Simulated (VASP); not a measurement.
Band structure of Ag2O (space group Pn-3m). Computed with PBE GGA, VASP's PBE PAW potentials (set 64) (plane waves; VASP).

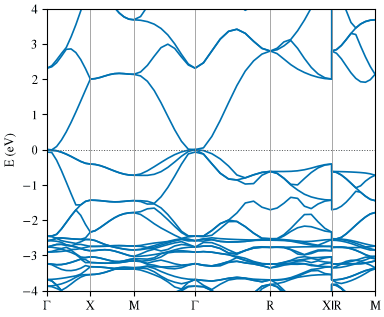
Figure: Bands along high-symmetry lines, zero at the valence-band maximum or, without a gap, the Fermi level

Question: Read the plot: is there a gap, and where are the band edges?

Answer: It has no gap at this level: it comes out as a metal or semimetal.

The structure is a typed Ag2O crystal. The cell was not relaxed at this level.
